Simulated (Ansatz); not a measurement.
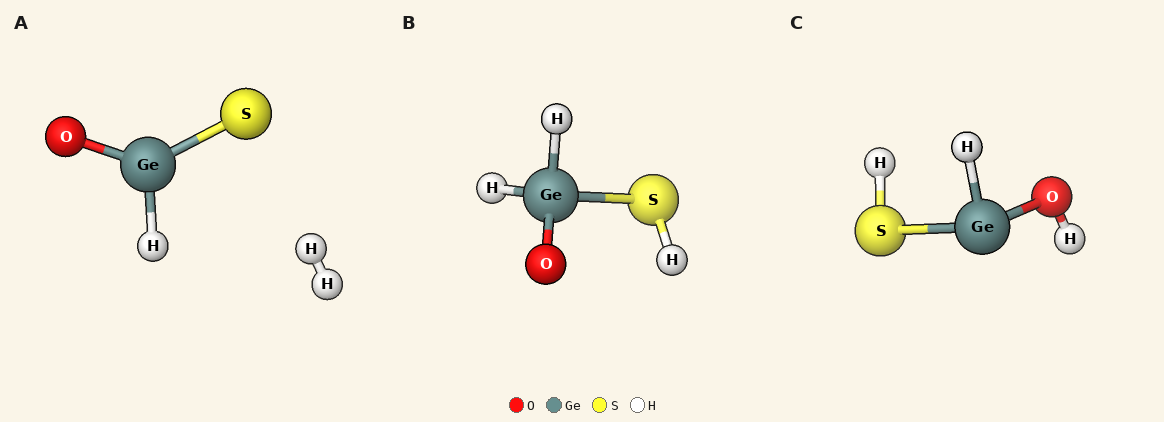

3 stationary structures of one formula. The species has charge −1 and is a spin singlet. Geometries: PBE0-D4/def2-TZVPD. Electronic energies: RHF-CCSD(T) (frozen core)/def2-TZVPPD (Ansatz 0.2.0), without zero-point energy. No frequency run is at hand to confirm each as a minimum.

Which structure is the most stable?

C is lowest (C1); B lies 0.462 eV above it (Cs), A lies 0.814 eV above it.
